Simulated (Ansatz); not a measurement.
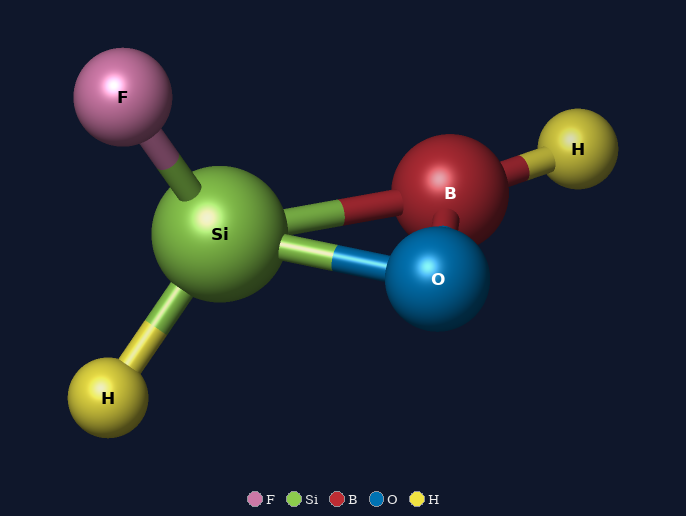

Ball-and-stick drawing of a structure. Every bond is drawn as one stick, whatever its order.

Which formula does it have?

BFH2OSi, 6 atoms: 1 boron, 1 fluorine, 2 hydrogen, 1 oxygen and 1 silicon.

Name some functional groups or characteristic bonds that it holds.

Among them: Si–H bond, Si–O bond, B–H bond.

Which point group does it belong to?

C1.

More results for the same structure follow; atom numbers are the same in all pictures, views and colours differ. The computed structure is the end point of a PBE0-D4/def2-TZVP optimisation.

Shape

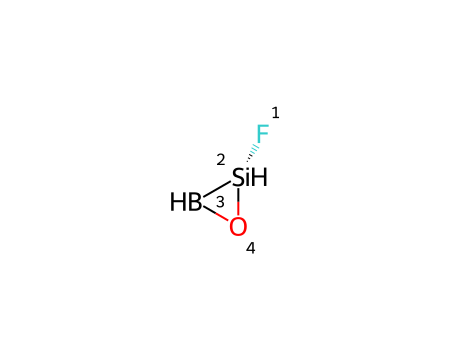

Skeletal drawing with numbered atoms; wedges and dashes mark any stereocentres. The configuration is that of a computed structure (PBE0-D4/def2-TZVP).

Give the R/S and E/Z labels.

Si2: S.

Levels of theory compared

Program: Ansatz 0.2.0.

Compare HOMO energy (eV), vertical IP (eV) at these levels: B3LYP-D4/def2-TZVPP; PBE-D4/def2-TZVPP; PBE0-D4/def2-TZVPP; r2SCAN-D4/def2-TZVPP; ωB97M-V/def2-TZVPP; ωB97X-V/def2-TZVPP.

```tsv
level	HOMO energy (eV)	vertical IP (eV)
B3LYP-D4/def2-TZVPP	−7.18	9.83
PBE-D4/def2-TZVPP	−6.15	9.62
PBE0-D4/def2-TZVPP	−7.37	9.76
r2SCAN-D4/def2-TZVPP	−6.37	9.65
ωB97M-V/def2-TZVPP	−9.51	9.84
ωB97X-V/def2-TZVPP	−9.68	9.82
```

Thermal motion

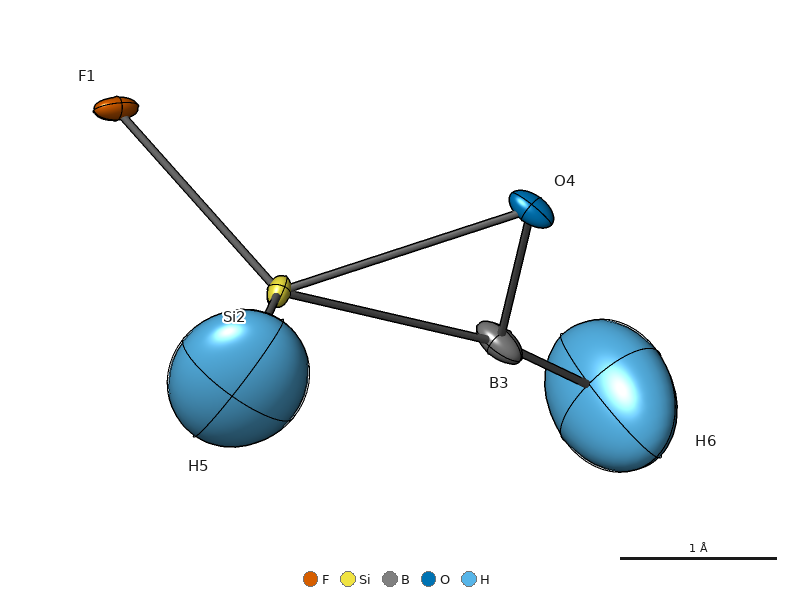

Displacement ellipsoids at the 50 % level, enlarged 2 times, from the internal vibrations of the free molecule (harmonic, no overall translation or rotation; no half-axis is drawn under 0.075 Å). Vibrations computed with RKS PBE0-D4/def2-TZVP (Ansatz 0.2.0). Temperature: 298 K.

Which atom moves most?

H6, with U_eq = 0.0209 Å².

Does H6 move more along its bond or across it?

Across it: the root-mean-square amplitude is 0.086 Å along the bond and up to 0.192 Å across, since bending and torsion are softer than stretching.

Give the displacement parameters, one line for each set of equivalent atoms.

```json
{"atom": "F1", "U_eq (Å²)": "0.0014", "rms amplitudes (Å)": "0.024, 0.034, 0.050"}
{"atom": "Si2", "U_eq (Å²)": "0.00089", "rms amplitudes (Å)": "0.020, 0.029, 0.038"}
{"atom": "B3", "U_eq (Å²)": "0.0020", "rms amplitudes (Å)": "0.031, 0.036, 0.061"}
{"atom": "O4", "U_eq (Å²)": "0.0015", "rms amplitudes (Å)": "0.023, 0.032, 0.055"}
{"atom": "H5", "U_eq (Å²)": "0.0182", "rms amplitudes (Å)": "0.091, 0.141, 0.163"}
{"atom": "H6", "U_eq (Å²)": "0.0209", "rms amplitudes (Å)": "0.085, 0.136, 0.192"}
```

Charges

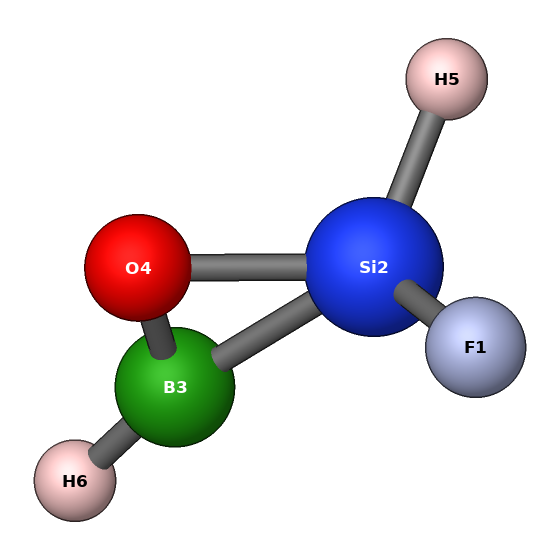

The questions are on Mulliken charges. Properties computed with RKS PBE0-D4/def2-TZVP (Ansatz 0.2.0).

List the Mulliken charges.

```tsv
atom	value (e)
F1	−0.29
Si2	0.49
B3	0.01
O4	−0.26
H5	−0.01
H6	0.06
```

Mulliken values depend strongly on the basis set and can even reverse the polarity of a bond.
